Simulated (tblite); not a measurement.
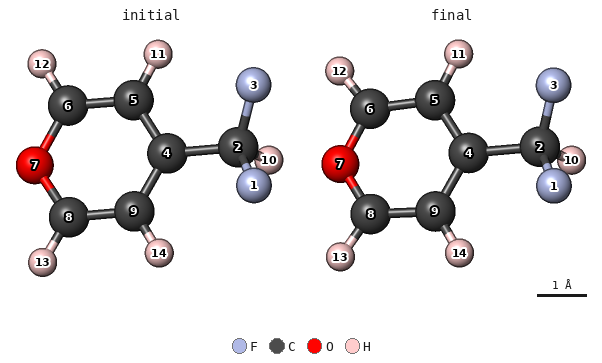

The structure of C6H5F2O (charge +1) before (left) and after (right) a relaxation, at one scale.

A ball-and-stick model, seen from a free direction.

These are results of tblite, GFN2-xTB geometry optimisation, gas phase, not measurements. 

Describe what moved and what it gained.

Answer. After 17 geometry steps the energy has fallen by 0.620 eV. The atom that moves furthest after the best rigid fit is H12 (0.16 Å). By element the largest moves are H 0.16 Å, O 0.12 Å, C 0.08 Å, F 0.03 Å. Among the contacts that change: C6–O7 1.417 → 1.308 Å, C2–F3 1.375 → 1.342 Å, C2–H10 1.082 → 1.108 Å, C5–C6 1.391 → 1.379 Å. Bond angles that change, for instance: O7–C6–H12 119.0° → 114.3°, C6–O7–C8 117.4° → 121.4°, O7–C8–H13 117.8° → 114.3°.
